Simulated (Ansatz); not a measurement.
# CH₆FGeNO: what the fields show

Input

```
basis:
  gaussian:
    orbitals: def2-SVPD
crystal:
  periodic: [false, false, false]
  atoms:
    - {symbol: C, position_ang: [-2.329254, 0.205897, -1.077854]}
    - {symbol: F, position_ang: [-0.923168, 2.768035, -0.458935]}
    - {symbol: Ge, position_ang: [-1.298492, 1.199637, 0.207325]}
    - {symbol: "N", position_ang: [0.339922, 0.623090, 0.740370]}
    - {symbol: O, position_ang: [-2.323055, 1.433090, 1.621844]}
    - {symbol: H, position_ang: [-3.341188, 0.630671, -1.133477]}
    - {symbol: H, position_ang: [-1.857043, 0.262519, -2.068047]}
    - {symbol: H, position_ang: [-2.406124, -0.847634, -0.773660]}
    - {symbol: H, position_ang: [0.482216, -0.380585, 0.794328]}
    - {symbol: H, position_ang: [1.112129, 1.056381, 0.241993]}
    - {symbol: H, position_ang: [-1.810562, 1.763762, 2.368656]}
output:
  forces: true
  orbitals: {seedname: orbitals}
hamiltonian:
  xc: pbe0
```

Launched as:

```sh
ansatz run input.yaml --threads 2 --pin off --max-ram 4350MiB --events-out events.jsonl --progress --plain --runs-dir runs
```

Geometry: PBE0-D3(BJ)/def2-SVP.

Method: isolated molecule in a Gaussian basis; Kohn-Sham density functional theory, functional PBE0 in Ansatz.

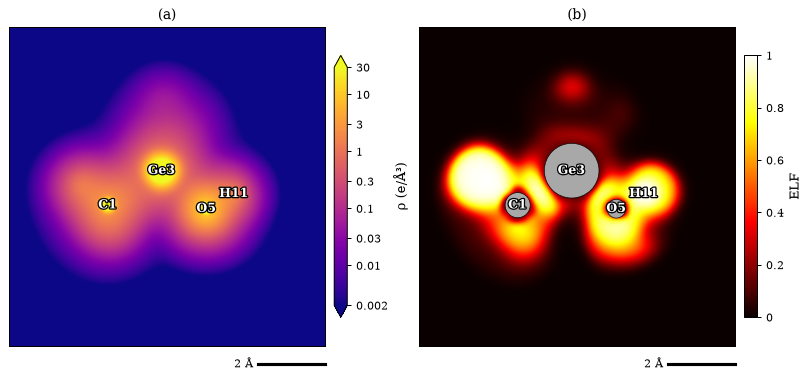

Figure 1. (a) total electron density; (b) electron localisation function on the plane of atoms C1, Ge3 and O5. Grey discs cover the atomic cores in the ELF map.

Question: What does the map show?

Answer:
- The plane passes through C, Ge, O and H nuclei.
- Ge–O (1.76 Å): ρ at the midpoint is about 0.99 e/Å³; the ELF peaks at about 0.85 in the valence shell of O, 0.6 Å from its nucleus, and is about 0.30 at the midpoint.
- C–Ge (1.92 Å): ρ at the midpoint is about 0.94 e/Å³; the ELF peaks at about 0.90 in the valence shell of C, 0.7 Å from its nucleus, and is about 0.70 at the midpoint.
- O–H (0.96 Å): ρ is about 3.7 e/Å³ halfway; the ELF climbs to about 1 towards the hydrogen, as it does in any bond to H (a covalent bond by its length).
- The ELF also peaks beside O5, away from the bonds: lone-pair regions.

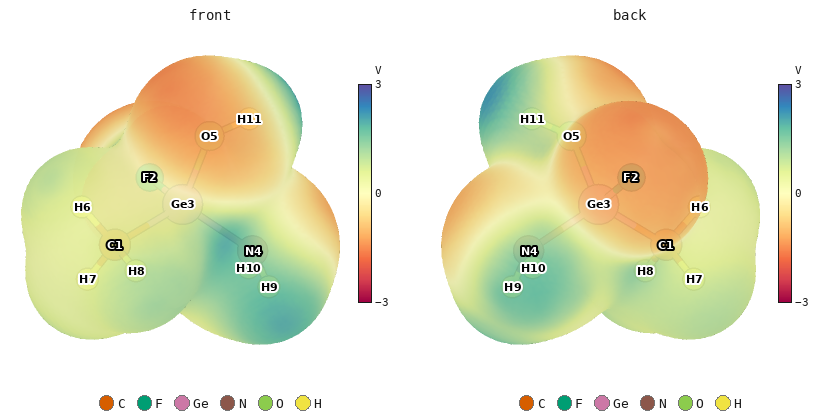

Figure 2. The molecular electrostatic potential painted on the density surface at 0.002 e/bohr³, seen from the front and from behind; red is negative and blue positive.

Question: Where is the surface potential most negative and most positive?

Answer: The most negative region (about −1.5 V) lies over F2 and O5, the most positive (about +2.2 V) over H11.

Question: What dipole moment does the calculation give?

Answer: Its dipole moment is 2.99 D.

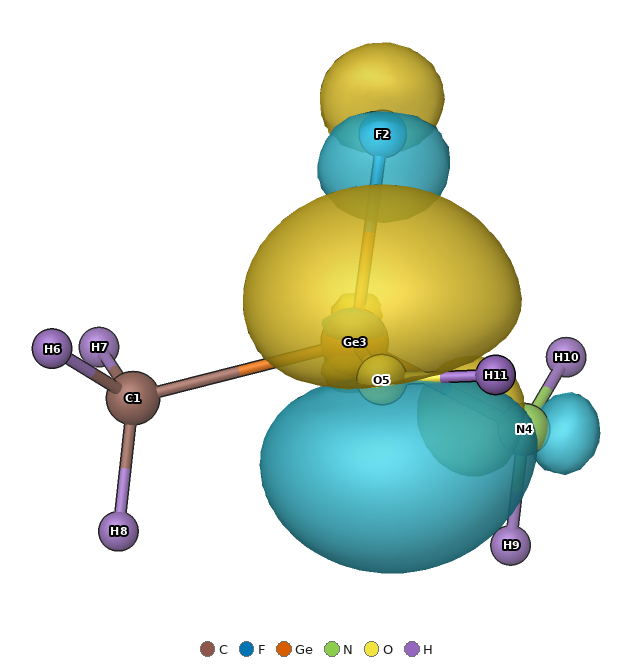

Figure 3. The HOMO−1 at ±0.1 Å⁻³ᐟ² (yellow and cyan are the two phases), seen from one side.

Question: What is the character of this orbital?

Answer: Its weight (Hirshfeld) is mainly on O5 (about 80 %) and Ge3 (about 10 %); largely a lone pair of O5. Its energy is −9.24 eV.

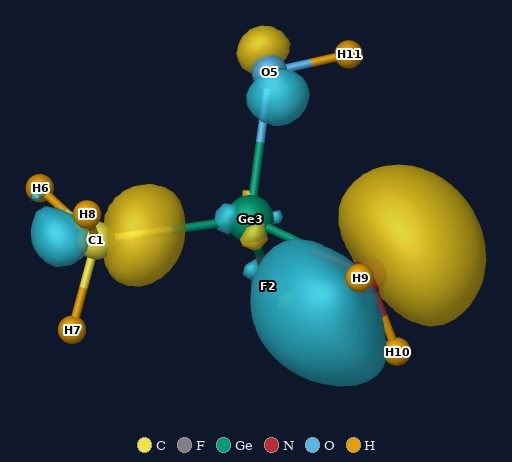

Figure 4. The HOMO at ±0.15 Å⁻³ᐟ² (yellow and cyan are the two phases), seen at a tilt.

Question: Where does this orbital lie, and at what energy?

Answer: It lies mainly on N4 (about 65 %), Ge3 (about 10 %) and C1 (about 5 %); largely a lone pair of N4. Its energy is −7.90 eV.
